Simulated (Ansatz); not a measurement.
**LiZnF3 (model cell, started as cubic perovskite with Zn in the octahedra): relaxing the cell for a phonon run**

Task: relax LiZnF3 (model cell, started as cubic perovskite with Zn in the octahedra) tightly.

Program: Ansatz 0.2.0. Level of theory: DFT PBEsol, scalar-relativistic, plane waves, PAW; PAW set soft_1. Results are calculated unless marked as measured.

The structure was built from a prototype and need not be the compound's stable phase.

### 1. The starting structure

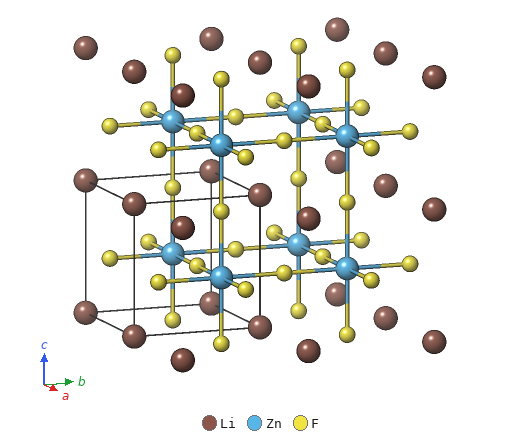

The starting structure, seen slightly off an axis (lithium brown, zinc blue, fluorine yellow). 2×2×2 cells are drawn. Some periodic images of atoms are drawn too.

### 2. A coarse first look

First a cheap look: the gap decides the mesh and the occupations, the pressure tells how far the cell has to move.

The input, input.yaml:

```yaml
crystal:
  lattice:
    - [4.0572, 0.0, 0.0]
    - [0.0, 4.0572, 0.0]
    - [0.0, 0.0, 4.0572]
  atoms:
    - { symbol: Li, position: [0.0, 0.0, 0.0] }
    - { symbol: Zn, position: [0.5, 0.5, 0.5] }
    - { symbol: F, position: [0.5, 0.5, 0.0] }
    - { symbol: F, position: [0.5, 0.0, 0.5] }
    - { symbol: F, position: [0.0, 0.5, 0.5] }
kpoints:
  mp_grid: { grid: [4, 4, 4] }
hamiltonian:
  xc: pbesol
  pseudopotentials: { kind: paw, azcp: { folder: soft_1 }, xc_functional: pbe }
scf:
  occupations: { method: gaussian, width: 0.1 }
output:
  forces: true
  stress: true
  eigenvalues: true
```

The run is started by

```sh
> ansatz run input.yaml --threads 4 --pin off --max-ram 16384MiB --backend cpu --events-out ev --progress --plain --runs-dir out
```

Numbers of over 12 decimals in the logs are rounded to 6 here.

What it wrote:

```text
Engine: ansatz 0.2.0, x86_64-unknown-linux-gnu
Pseudopotentials: kind: paw
Pseudopotential: Li, paw, valence charge 3, recommended cutoff 420 eV (normal), soft_1/Li.paw.azcp
Pseudopotential: Zn, paw, valence charge 12, recommended cutoff 420 eV (normal), soft_1/Zn.paw.azcp
Pseudopotential: F, paw, valence charge 7, recommended cutoff 420 eV (normal), soft_1/F.paw.azcp
Functional definition: PBEsol
  exchange = pbesol_x
[...]
--- Band table (eV; the first three rows and the last of 10) ---
  k-point 0: bands = [... 14 lower, -0.2738, -0.2201, -0.2201, -0.2201, 4.8087, 9.1204, 12.5209, 12.5209]
  k-point 1: bands = [... 14 lower, -0.2335, -0.1206, -0.1206, -0.0873, 5.8222, 9.4463, 10.8104, 12.4204]
  k-point 2: bands = [... 14 lower, -0.2194, -0.0121, -0.0121, 0.1185, 7.4076, 8.4460, 10.8700, 12.3124]
  k-point 9: bands = [... 14 lower, 0.2888, 0.2888, 1.7227, 1.7227, 9.7714, 11.1050, 11.1050, 11.1050]
[key lines of the parts left out:]
SCF converged after 9 iterations
Free energy (F): -5888.372800 eV
Fermi energy:    3.268956 eV
P = ⅓ Tr σ = -4.7668 GPa (-47.668 kbar)
```

Run time: 1.8 s. Hardware: 4 threads of Intel Xeon Platinum 8375C at 2.90GHz (Ice Lake), shared host; peak memory 0.38 GiB.

A gap read on the k-mesh alone can miss the band edges.

Numbers from this step:

```
pressure           : -4.767 GPa
gap on the k-mesh  : 3.086 eV
volume per atom    : 13.36 Å³
direct gap on mesh : 5.029 eV
```

The coarse mesh shows a gap of 3.09 eV and a pressure of -4.8 GPa.

### 3. Relaxation

Harmonic phonons are second derivatives at a point where the forces vanish, and they are wanted at zero stress, so atoms and cell are relaxed first.

input.yaml, the sections that differ from step 2:

```yaml
kpoints:
  mp_grid: { grid: [6, 6, 6] }
scf:
  occupations: { method: gaussian, width: 0.02 }
output:
  forces: true
  stress: true
  eigenvalues: true
  write_density: true
  write_potential: true
  elf: true
  volumetric_format: npy
relax:
  adjacent_minimum: "off"
  f_tol: 0.005
  max_steps: 80
  cell: { stress_tol: 0.05 }
# crystal, hamiltonian: as in step 2
```

What it wrote:

```text
[...]
Crystal: 5 atoms, lattice volume = 66.785 Å³
Basis set: ecut = 420 eV, 1309 PW (Γ), exchange–correlation on 60×60×60 points (8 copies of the dense FFT grid, shifted against one another)
Bands: 23, of which v1, the nominal top of the filled ones, is band 18 counted from 1 (17 counted from 0)
Symmetry: 48 space group operations
[...]
k-points: 20 of 216
[...]
SCF iter   1: F=—  HF=-5893.206168 eV  |F-HF|=—  |Δ(HF+E_count)|=         —  Δρ=1.78e-1  dr2=1.29e1  ethr=3.10e-3  ⟨swp⟩=6.0  Hψ=2306  notcnv=0
[...]
SCF iter   9: F=-5888.372856 eV  HF=-5888.372856 eV  |F-HF|=1.19e-8  |Δ(HF+E_count)|=   8.92e-7  Δρ=1.27e-5  dr2=9.41e-8  ethr=2.78e-10  ⟨swp⟩=12.2  Hψ=3531  notcnv=0
SCF 1 converged in 9 iterations: F = -5888.372856 eV  dr2 = 9.41e-8
[...]
relax step   1: F+E_penalty+E_count = -5888.37285554 eV  Δ(F+E_penalty+E_count) = +0.000e0 eV  max|allowed force component| = 3.238e-28 eV/Å  Δτ_max = 0.0000 Å  P = -4.765 GPa  Ω = 66.785 Å³  (9 SCF iters, dr2 threshold 1.00e-7 eV, accepted)
Crystal: 5 atoms, lattice volume = 64.557 Å³
Basis set: ecut = 420 eV, 1237 PW (Γ), exchange–correlation on 60×60×60 points (8 copies of the dense FFT grid, shifted against one another)
[...]
iter 1 solved again at ethr=3.87e-5 eV; its pass at ethr=3.10e-3 eV (dr2=1.39e-2 eV) is discarded
[...]
SCF iter   6: F=-5888.429004 eV  HF=-5888.429004 eV  |F-HF|=1.95e-7  |Δ(HF+E_count)|=   2.79e-7  Δρ=3.24e-5  dr2=5.00e-7  ethr=1.39e-9  ⟨swp⟩=10.3  Hψ=3400  notcnv=0
SCF 2 converged in 6 iterations: F = -5888.429004 eV  dr2 = 5.00e-7
relax step   2: F+E_penalty+E_count = -5888.42900440 eV  Δ(F+E_penalty+E_count) = -5.615e-2 eV  max|allowed force component| = 5.446e-29 eV/Å  Δτ_max = 0.0000 Å  P = -2.401 GPa  Ω = 64.557 Å³  energy of the carried Pulay correction = +5.853e-3 eV  (6 SCF iters, dr2 threshold 5.00e-7 eV, accepted)
Crystal: 5 atoms, lattice volume = 62.443 Å³
Basis set: ecut = 420 eV, 1213 PW (Γ), exchange–correlation on 60×60×60 points (8 copies of the dense FFT grid, shifted against one another)
[...]
SCF iter   7: F=-5888.449368 eV  HF=-5888.449368 eV  |F-HF|=4.72e-9  |Δ(HF+E_count)|=   4.17e-8  Δρ=9.41e-6  dr2=9.02e-8  ethr=1.39e-9  ⟨swp⟩=9.2  Hψ=3203  notcnv=0
SCF 3 converged in 7 iterations: F = -5888.449368 eV  dr2 = 9.02e-8
relax step   3: F+E_penalty+E_count = -5888.44936776 eV  Δ(F+E_penalty+E_count) = -2.036e-2 eV  max|allowed force component| = 1.470e-29 eV/Å  Δτ_max = 0.0000 Å  P = +0.260 GPa  Ω = 62.443 Å³  energy of the carried Pulay correction = +1.159e-2 eV  (7 SCF iters, dr2 threshold 5.00e-7 eV, accepted)
[...]
relax step   4: F+E_penalty+E_count = -5888.44897038 eV  Δ(F+E_penalty+E_count) = +3.974e-4 eV  max|allowed force component| = 8.424e-30 eV/Å  Δτ_max = 0.0000 Å  P = -0.012 GPa  Ω = 62.644 Å³  energy of the carried Pulay correction = +1.104e-2 eV  (5 SCF iters, dr2 threshold 1.69e-7 eV, accepted)
[...]
relax step   5: F+E_penalty+E_count = -5888.44085906 eV  Δ(F+E_penalty+E_count) = +8.111e-3 eV  max|allowed force component| = 1.656e-29 eV/Å  Δτ_max = 0.0000 Å  P = -0.245 GPa  Ω = 62.644 Å³  stress off target by 2.45e-1 GPa  SCF on the basis re-selected at this cell (its energy is not comparable with the rows above)  (8 SCF iters)
[...]
relax step   6: F+E_penalty+E_count = -5888.44149997 eV  Δ(F+E_penalty+E_count) = -6.409e-4 eV  max|allowed force component| = 3.092e-29 eV/Å  Δτ_max = 0.0000 Å  P = +0.002 GPa  Ω = 62.462 Å³  energy of the carried Pulay correction = +5.031e-4 eV  (5 SCF iters, dr2 threshold 1.50e-7 eV, accepted)
[...]
SCF iter   7: F=-5888.441275 eV  HF=-5888.441275 eV  |F-HF|=3.64e-12  |Δ(HF+E_count)|=  8.19e-12  Δρ=2.04e-7  dr2=1.06e-11  ethr=1.00e-12  ⟨swp⟩=4.5  Hψ=2363  notcnv=0
SCF 7 converged in 7 iterations: F = -5888.441275 eV  dr2 = 1.06e-11
relax step   7: F+E_penalty+E_count = -5888.44127523 eV  Δ(F+E_penalty+E_count) = +2.247e-4 eV  max|allowed force component| = 2.843e-29 eV/Å  Δτ_max = 0.0000 Å  P = -0.007 GPa  Ω = 62.462 Å³  stress off target by 7.09e-3 GPa  SCF on the basis re-selected at this cell (its energy is not comparable with the rows above)  (7 SCF iters)
[...]
SCF converged after 7 iterations
Free energy (F): -5888.441275 eV
[...]
Internal energy: -5888.441275 eV  (E = F + TS)
E sigma→0 (E₀):  -5888.441275 eV
Fermi energy:    4.156948 eV
[...]
--- Stress (GPa, compression-positive) ---
       -0.007091       0.000000      -0.000000
        0.000000      -0.007091       0.000000
       -0.000000       0.000000      -0.007091
  P = ⅓ Tr σ = -0.0071 GPa (-0.071 kbar)
--- Band table (eV; the first three rows and the last of 20) ---
  k-point 0: bands = [... 14 lower, 0.1672, 0.2433, 0.2433, 0.2433, 5.6968, 10.1296, 13.4353, 13.4353, ... 1 higher]
  k-point 1: bands = [... 14 lower, 0.2104, 0.3319, 0.3319, 0.4715, 6.1886, 10.3588, 12.2142, 13.3628, ... 1 higher]
  k-point 2: bands = [... 14 lower, 0.2300, 0.5220, 0.5220, 0.8295, 7.3470, 10.2075, 11.5757, 13.2124, ... 1 higher]
  k-point 19: bands = [... 14 lower, 0.7927, 0.7927, 2.6170, 2.6170, 10.5319, 11.9437, 11.9437, 11.9437, ... 1 higher]
--- Relaxed structure (5 steps of the walk, 5 accepted, 2 SCFs on fresh bases) ---
  F+E_penalty+E_count = -5888.44127523 eV   max|allowed force component| = 2.843e-29 eV/Å   (the final SCF, on the basis selected at the relaxed cell)
  cell:  # Å, volume = 62.4623 Å³
    - [3.967704, 0, 0]
    - [0, 3.967704, 0]
    - [0, 0, 3.967704]
  atoms:
    - { symbol: Li, position: [0, 0, 0] }
    - { symbol: Zn, position: [0.500000, 0.500000, 0.500000] }
    - { symbol: F, position: [0.500000, 0.500000, 0] }
    - { symbol: F, position: [0.500000, 0, 0.500000] }
    - { symbol: F, position: [0, 0.500000, 0.500000] }
```

It took 4.7 s on 4 threads; peak memory 0.44 GiB; 15 s of CPU time.

Step by step:

```
step  energy less that of the first step (eV)  largest force component (eV/Å)  pressure (GPa)  volume (Å³)
   1                                   0.0000                          0.0000           -4.77        66.79
   2                                  -0.0561                          0.0000           -2.40        64.56
   3                                  -0.0765                          0.0000            0.26        62.44
   4                                  -0.0761                          0.0000           -0.01        62.64
  5*                                  -0.0680                          0.0000           -0.25        62.64
   6                                  -0.0686                          0.0000            0.00        62.46
  7*                                  -0.0684                          0.0000           -0.01        62.46
```

Relaxation steps marked * repeat the geometry before them on a plane-wave basis chosen anew for their cell, so energy and pressure can jump there.

The run keeps the 48 symmetry operations that it works with, so distortions that break them were not tested.

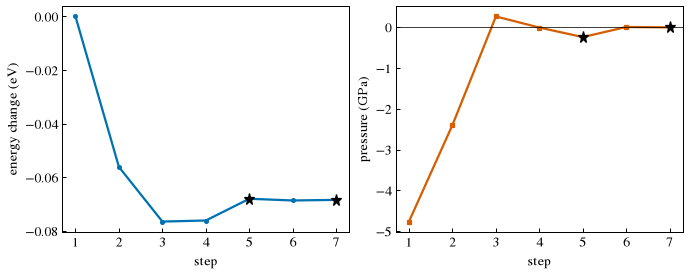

Energy and pressure along the relaxation. Stars mark steps on a basis chosen anew.

```
conventional cell, symmetrised  before  after  change
                         a (Å)   4.057  3.968  -2.2 %
                         b (Å)   4.057  3.968  -2.2 %
                         c (Å)   4.057  3.968  -2.2 %
              volume (Å³/atom)   13.36  12.49  -6.5 %
```

The relaxed structure:

```xyz
5
Lattice="3.9677 0.0000 0.0000 0.0000 3.9677 0.0000 0.0000 0.0000 3.9677" Properties=species:S:1:pos:R:3 pbc="T T T"
Li    0.0000    0.0000    0.0000
Zn    1.9839    1.9839    1.9839
F     1.9839    1.9839    0.0000
F     1.9839    0.0000    1.9839
F     0.0000    1.9839    1.9839
```

Numbers from this step:

```
pressure           : -0.007091 GPa
gap on the k-mesh  : 3.080 eV
volume per atom    : 12.49 Å³
direct gap on mesh : 5.453 eV
```

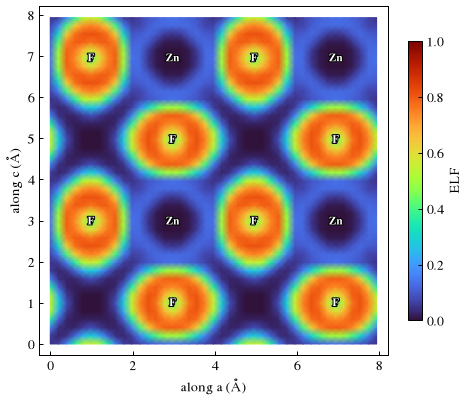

ELF in the ac plane at fractional y = 0.500, with atoms of Zn and F within 0.2 Å of it. It is the smooth field of the valence electrons, not physical close to the nuclei. The map starts off the cell's origin, so that atoms lie inside it.

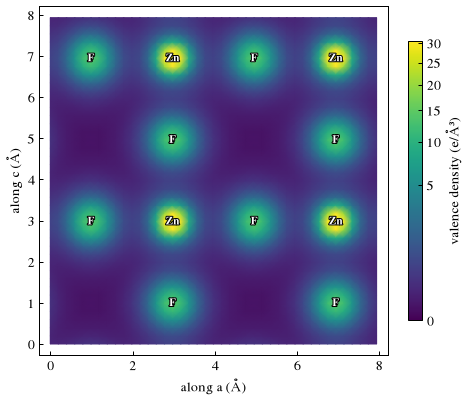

Valence density in the ac plane at fractional y = 0.500, with atoms of Zn and F within 0.2 Å of it. It is the smooth field of the valence electrons, not physical close to the nuclei. The map starts off the cell's origin, so that atoms lie inside it. The colour scale is stretched toward low values.

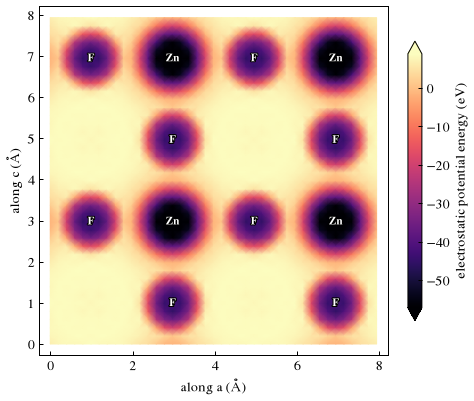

Electrostatic potential energy in the ac plane at fractional y = 0.500, with atoms of Zn and F within 0.2 Å of it. With pseudopotentials it is smooth inside the atoms' cores, unlike the true potential. The map starts off the cell's origin, so that atoms lie inside it.

In this step the volume went from 13.36 to 12.49 Å³/atom.

### 4. Relaxing to small forces for the phonons

Phonons need a cell at rest on their own settings, so the relaxation is repeated with tight tolerances on forces and stress, using the mesh and the filling of the phonon run that follows.

The input, input.yaml:

```yaml
crystal:
  lattice:
    - [3.9677040432, 0.0, 0.0]
    - [0.0, 3.9677040432, 0.0]
    - [0.0, 0.0, 3.9677040432]
  atoms:
    - { symbol: Li, position: [0.0, 0.0, 0.0] }
    - { symbol: Zn, position: [0.5, 0.5, 0.5] }
    - { symbol: F, position: [0.5, 0.5, 0.0] }
    - { symbol: F, position: [0.5, 0.0, 0.5] }
    - { symbol: F, position: [0.0, 0.5, 0.5] }
kpoints:
  mp_grid: { grid: [8, 8, 8] }
hamiltonian:
  xc: pbesol
  pseudopotentials: { kind: paw, azcp: { folder: soft_1 }, xc_functional: pbe }
scf:
  occupations: { method: fixed }
output:
  forces: true
  stress: true
  eigenvalues: true
relax:
  adjacent_minimum: "off"
  f_tol: 0.001
  max_steps: 60
  cell: { stress_tol: 0.01 }
```

What it wrote:

```text
[...]
Crystal: 5 atoms, lattice volume = 62.462 Å³
Basis set: ecut = 420 eV, 1213 PW (Γ), exchange–correlation on 54×54×54 points (8 copies of the dense FFT grid, shifted against one another)
Bands: 23, of which v1, the nominal top of the filled ones, is band 18 counted from 1 (17 counted from 0)
Symmetry: 48 space group operations
[...]
k-points: 35 of 512
[...]
cell:  # Å, volume = 62.4623 Å³
    - [3.9677040432, 0.0, 0.0]
    - [0.0, 3.9677040432, 0.0]
    - [0.0, 0.0, 3.9677040432]
  atoms:
    - { symbol: Li, position: [0.0, 0.0, 0.0] }
    - { symbol: Zn, position: [0.500000, 0.500000, 0.500000] }
    - { symbol: F, position: [0.500000, 0.500000, 0.0] }
    - { symbol: F, position: [0.500000, 0.0, 0.500000] }
    - { symbol: F, position: [0.0, 0.500000, 0.500000] }
[key lines of the parts left out:]
SCF converged after 8 iterations
Free energy (F): -5888.441203 eV
Fermi energy:    2.616982 eV
P = ⅓ Tr σ = -0.0069 GPa (-0.069 kbar)
```

Run time: 1.9 s. Hardware: 4 threads; peak memory 0.44 GiB; 6.5 s of CPU time.

Little changed from the start: no atom moved by 0.005 Å and no cell edge by 0.1 %.

This step gave:

| Item | Value |
| --- | --- |
| pressure | -0.006911 GPa |

The forces vanish by symmetry and the pressure is -0.007 GPa, within the tolerances set. The cell now holds 12.49 Å³/atom.

### 5. Results

| Property | Result |
| --- | --- |
| space group after relaxation (within 0.01 Å) | Pm-3m |
| lattice constant a | 3.968 Å |
| lattice constant b | 3.968 Å |
| lattice constant c | 3.968 Å |
| volume per atom | 12.5 Å³ |
| gap on the k-mesh | 3.08 eV |

**Reading.** The forces vanish by symmetry and the pressure is -0.007 GPa, within the tolerances set. The cell now holds 12.49 Å³/atom. The relaxation keeps the symmetry of its start, so it says nothing on stability against lower symmetry. The PAW files were made for PBE and serve the other functionals too. The starting cell was built on a prototype and not taken from a measurement, so the phase need not exist.

[Logs are printed without paths, hosts, clocks, repeated set-up lines and the standing remarks that a program may print on its own settings, such as how far it seeks lower states.]

[Hosts, paths, dates, database ids (printed as entryN), source tags and the programs' standing remarks are cut or masked in the printed files.]
